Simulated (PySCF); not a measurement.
The calculation's input:

```
{"job": {"kind": "uv", "xc": "CAM-B3LYP", "basis": "def2-SVPD", "ip": false}, "charge": 0, "multiplicity": 1}
F      5.092558     0.535458     0.524731
B      3.887818     0.919685     0.911840
F      3.826102     1.848596     1.851236
C      2.630286     0.307976     0.289144
C      2.558574    -0.645850    -0.709622
C      1.234510    -0.980552    -1.071711
C      0.285926    -0.283206    -0.350732
C     -1.193901    -0.378301    -0.440990
C     -2.026177    -0.744870     0.814954
C     -3.113362     0.231495     0.332897
C     -2.053244     0.904741    -0.556191
S      1.040537     0.784353     0.771800
H      3.449630    -1.084175    -1.162549
H      0.969334    -1.710823    -1.837840
H     -1.439832    -1.068305    -1.263439
H     -1.528214    -0.382553     1.727920
H     -2.286861    -1.804286     0.955913
H     -3.618001     0.851302     1.087866
H     -3.881563    -0.280153    -0.266792
H     -1.565318     1.746121    -0.039107
H     -2.336510     1.234971    -1.566586
```

Command:

```sh
OMP_NUM_THREADS=1 python probes_run.py task.json out
```

Geometry: PBE0-D3(BJ)/def2-SVP.

Computed with CAM-B3LYP/def2-SVPD, SCF density, gas phase in PySCF 2.14.0.

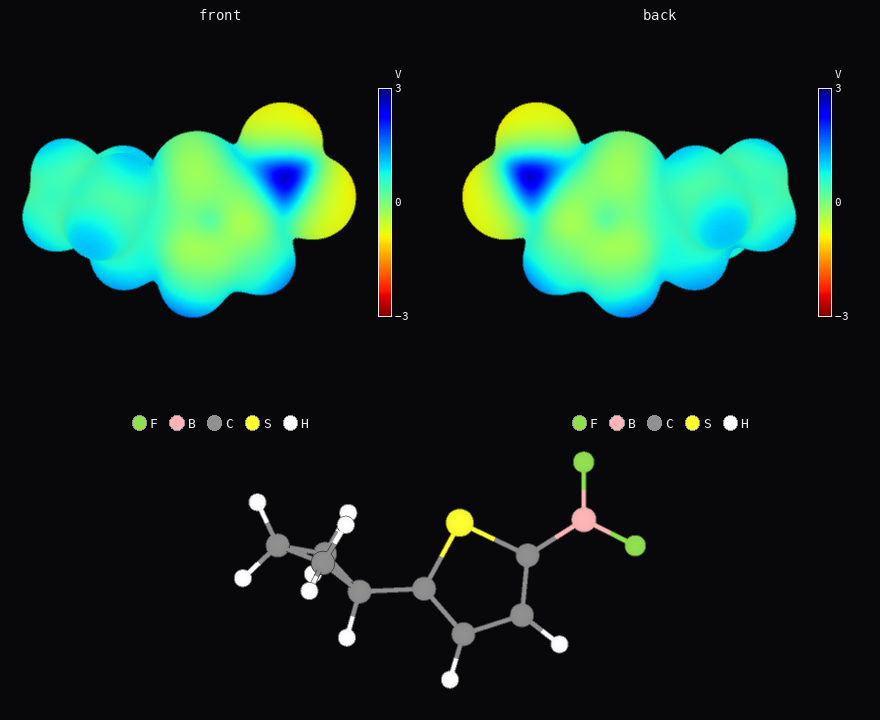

C$_{8}$H$_{9}$BF$_{2}$S (SMILES FB(F)c1ccc(C2CCC2)s1). The molecular electrostatic potential painted on the density surface at 0.004 e/bohr³, seen from the front and from behind; red is negative and blue positive. The bare structure is drawn below in the same view.

### Where is the surface potential most negative and most positive?

The most negative region (about −0.9 V) lies over F1 and F3, the most positive (about +2.3 V) over B2.
